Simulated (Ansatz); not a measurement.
Here is a crystal structure:

```
CELL_PARAMETERS angstrom
2.45625 0.00000 0.00000
-1.22812 2.12717 0.00000
0.00000 0.00000 29.49188
ATOMIC_POSITIONS crystal
C 0.66667 0.33333 0.13279
C 0.66667 0.33333 0.63279
C 0.66667 0.33333 0.86721
C 0.66667 0.33333 0.36721
C 0.00000 0.00000 0.75026
C 0.33333 0.66667 0.36721
C 0.00000 0.00000 0.25026
C 0.66667 0.33333 0.75026
C 0.33333 0.66667 0.86721
C 0.33333 0.66667 0.25026
C 0.33333 0.66667 0.63279
C 0.33333 0.66667 0.13279
```

### Say what kind of structure these coordinates give.

The element is carbon. The cell holds twelve atoms. Each C has three C in a trigonal planar arrangement at 1.42 Å. The bonds build C layers parallel to (001).

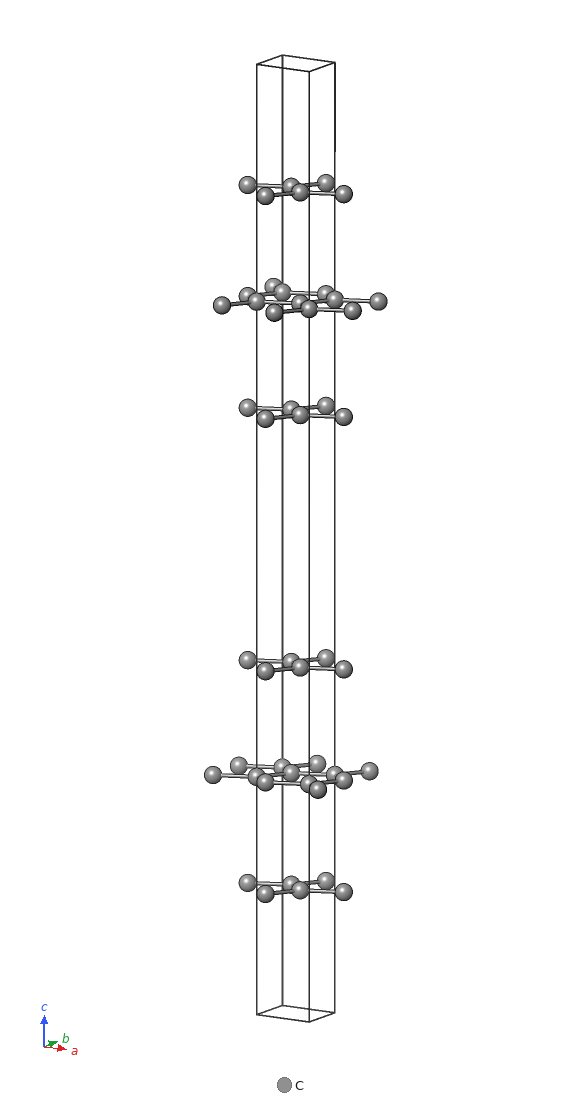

Ball-and-stick drawing of the structure, looking slightly off an axis. Lines trace the edges of the simulation cell. Neighbours across the faces are drawn wherever a bond reaches them.

The model was built from a structure listed in the Materials Project. Earlier steps of the study, as a rule a relaxation of our own, may have changed the cell and positions, so they can lie some per cent off the listed ones. It was the input of a calculation with Ansatz.
